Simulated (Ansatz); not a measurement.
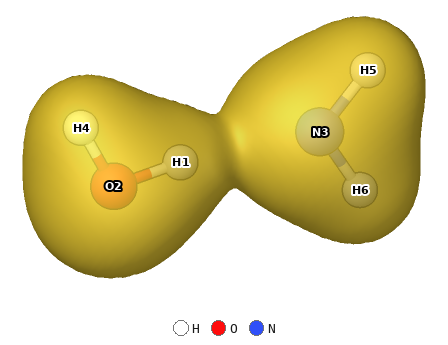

Figure 1: H$_{2}$O···NH$_{2}$ (doublet). Isosurface of the electron density at 0.1 e/Å³ (yellow), seen at an oblique angle.

The reactant side of a reaction path; geometry: PBE0-D4/def2-TZVP.

Computed with UKS PBE0-D4/def2-TZVPP (Ansatz 0.2.0).

```xyz
6

H     0.2911   -0.7660    0.0041
O     0.6022   -1.6839    0.0355
N    -0.5489    1.0328    0.0776
H     1.4391   -1.6826   -0.4316
H    -0.3448    1.9768   -0.2634
H    -1.4386    1.1230    0.5776
```

> What does this surface tell about the bonding?

At this value the surface is in one piece. It bridges the sampled N···H (1.99 Å), O–H (0.96 Å) and N–H (1.02 Å) contacts, where the density stays above the isovalue. On the grid the lowest density along these lines, outside the cores, is 0.18 e/Å³ (N···H, 1.99 Å), 2.5 e/Å³ (O–H, 0.96 Å) and 2.3 e/Å³ (N–H, 1.02 Å).
